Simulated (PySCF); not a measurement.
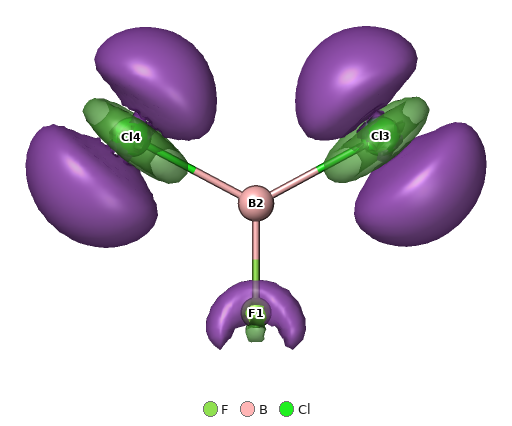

Figure 1: BCl₂F, SMILES `FB(Cl)Cl`. Fukui function f⁻ = ρ(N) − ρ(N−1) at fixed geometry, surfaces at ±0.03 e/Å³ (purple positive, green negative).

Computed with PySCF, PBE0/def2-TZVP, geometry: GFN2-xTB. No frequency check shows the geometry to be a minimum. GFN2-xTB bond lengths at metals and heavier atoms can be off by up to 0.1 Å and shapes distorted, which carries into these values.

The calculation's input:

```python
import numpy as np
from pyscf import gto, scf, dft
from pyscf.scf import atom_ks, atom_hf
from scipy.linalg import block_diag

def solve(mol, dm0=None, hcore=None):
    mf = (dft.UKS if mol.spin else dft.RKS)(mol, xc='pbe0')
    mf.grids.level = 3
    mf = mf.density_fit(auxbasis='def2-universal-jkfit')
    mf.conv_tol, mf.max_cycle = 1e-8, 80
    if hcore is not None:
        mf.get_hcore = lambda *args: hcore
    mf.kernel(dm0)
    if not mf.converged:
        mf = mf.newton().run(mf.mo_coeff, mf.mo_occ, max_cycle=30)
    assert mf.converged, 'SCF not converged'
    return mf

mol = gto.M(atom='''
F     -0.00048     1.64802     0.00000
B      0.00000     0.32484     0.00000
Cl    -1.50827    -0.48419     0.00000
Cl     1.50852    -0.48383     0.00000
''', basis='def2-tzvp', charge=0, spin=0, verbose=4)
mf = solve(mol)
out = dict(e0=mf.e_tot, dm0=mf.make_rdm1(), c=mf.mo_coeff, occ=mf.mo_occ, eps=mf.mo_energy)
for name, dq, spin in [('cation', 1, 1)]:
    ion = mol.copy().set(charge=mol.charge + dq, spin=spin).build()
    mi = solve(ion)
    if spin and dq > 0 and mol.nao < 130:
        c, _, stable, _ = mi.stability(return_status=True)
        if not stable:
            mi = solve(ion, mi.make_rdm1(c, mi.mo_occ))
    print(name, 'vertical energy change / eV', (mi.e_tot - mf.e_tot) * 27.211386)
    out.update({'e_' + name: mi.e_tot, 'dm_' + name: mi.make_rdm1(), 's2_' + name: mi.spin_square()[0], 'eps_' + name: mi.mo_energy, 'occ_' + name: mi.mo_occ})
# spherically averaged free atoms, for the promolecule
atm = atom_ks.get_atm_nrks(mol, xc='pbe0')
pro = block_diag(*[(atm[a[0]][2] * atm[a[0]][3]) @ atm[a[0]][2].T for a in mol._atom])
np.savez('result.npz', pro=pro, **out)
```

Command:

```sh
OMP_NUM_THREADS=1 python input.py
```

The run took 25 s on 1 thread of Intel(R) Xeon(R) Platinum 8259CL CPU @ 2.50GHz (Skylake/Cascade Lake) (shared host), peak memory 0.55 GiB.

Partitions, critical points and surface values were worked out afterwards from this run's density.

On which atoms does the density change most on removal of an electron?

Answer. f⁻ (Hirshfeld-condensed) is largest on Cl3 and Cl4 (0.42 each); the vertical ionisation energy is 11.91 eV (the stability of the cation's solution wasn't checked). Condensed values hint at sites of electrophilic attack but needn't mark the atom that reacts. Orbital relaxation makes it negative in places (0.11 e in all).
